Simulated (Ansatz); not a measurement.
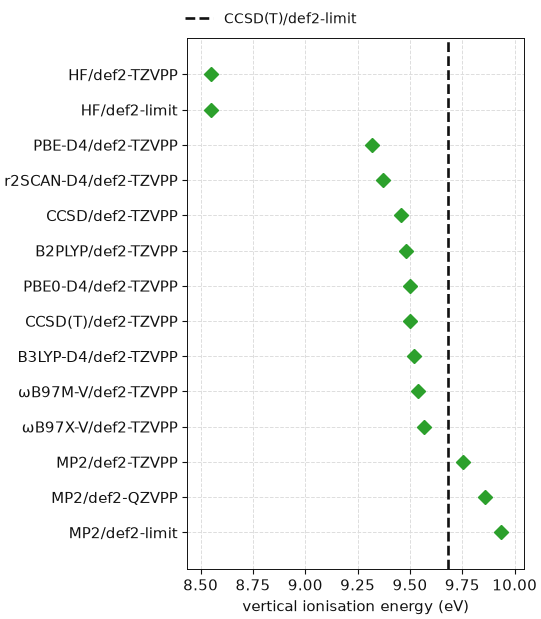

Vertical ionisation energy of C₂H₂OS, SMILES O=C=CS, taken as the energy of the cation less that of the neutral at fixed geometry (unrestricted doublet cation, cores frozen in correlated methods, no spin-orbit coupling), the Ansatz code, at a PBE0-D4/def2-TZVP geometry (a minimum by its frequencies). Limit means an estimate of the basis limit from triple and quadruple zeta; for coupled cluster it is either extrapolated directly or built as the MP2 limit plus the step from MP2 in triple zeta. B2PLYP/def2-TZVPP holds a correlation term that converges slowly with the basis, so part of the distance to the limit is basis error. The distance of CCSD/def2-TZVPP, CCSD(T)/def2-TZVPP, MP2/def2-TZVPP and MP2/def2-QZVPP to the limit includes basis error.

Which level comes closest to the line (CCSD(T)/def2-limit), and which misses most?

Answer. Closest MP2/def2-TZVPP (9.75 eV), against 9.68 eV; farthest HF/def2-TZVPP (8.55 eV).

Give the values.

Answer.
```
               level    eV  less CCSD(T)/def2-limit
       HF/def2-TZVPP  8.55                    −1.13
       HF/def2-limit  8.55                    −1.13
   PBE-D4/def2-TZVPP  9.32                    −0.36
r2SCAN-D4/def2-TZVPP  9.37                    −0.31
     CCSD/def2-TZVPP  9.46                    −0.22
   B2PLYP/def2-TZVPP  9.48                    −0.20
  PBE0-D4/def2-TZVPP  9.50                    −0.18
  CCSD(T)/def2-TZVPP  9.50                    −0.18
 B3LYP-D4/def2-TZVPP  9.52                    −0.16
  ωB97M-V/def2-TZVPP  9.54                    −0.14
  ωB97X-V/def2-TZVPP  9.57                    −0.12
      MP2/def2-TZVPP  9.75                     0.07
      MP2/def2-QZVPP  9.86                     0.18
      MP2/def2-limit  9.93                     0.25
  CCSD(T)/def2-limit  9.68                     0.00
```
